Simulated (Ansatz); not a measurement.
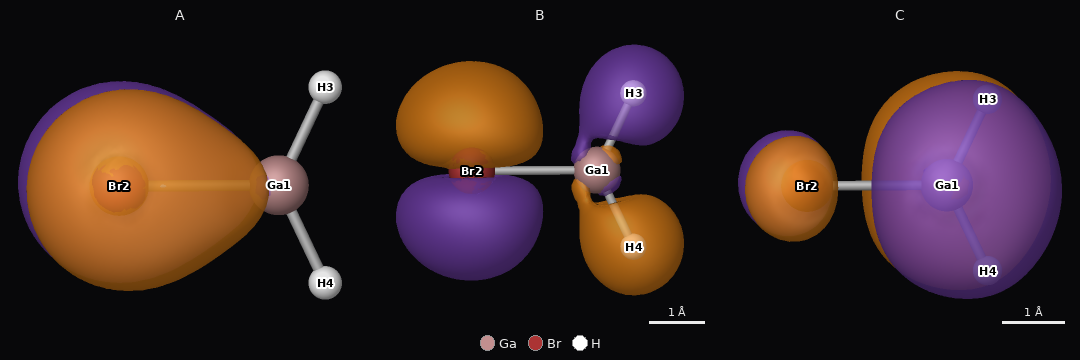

Figure. BrGaH₂. Three frontier orbitals at ±0.08 Å⁻³ᐟ² (orange and purple are the two phases), in no order.

The reactant side of a reaction path; geometry: PBE0-D4/def2-TZVP.

Computed with RKS PBE0-D4/def2-TZVPP (Ansatz 0.2.0).

> Which picture is the HOMO−1, the HOMO and the LUMO?

A is the HOMO−1 (−8.60 eV). It lies mainly on Br2 (about 90 %) and Ga1 (about 10 %); it changes sign across the molecular plane (π type). B is the HOMO (−8.07 eV). It lies mainly on Br2 (about 75 %), Ga1 (about 10 %), H3 (about 5 %) and H4 (about 5 %); it is symmetric in the molecular plane (an in-plane orbital: σ, lone-pair or in-plane π type); largely a lone pair of Br2. C is the LUMO (−1.91 eV). It lies mainly on Ga1 (about 80 %) and Br2 (about 10 %); it changes sign across the molecular plane (π type).

> What is the HOMO–LUMO gap?

6.16 eV between the orbital energies.
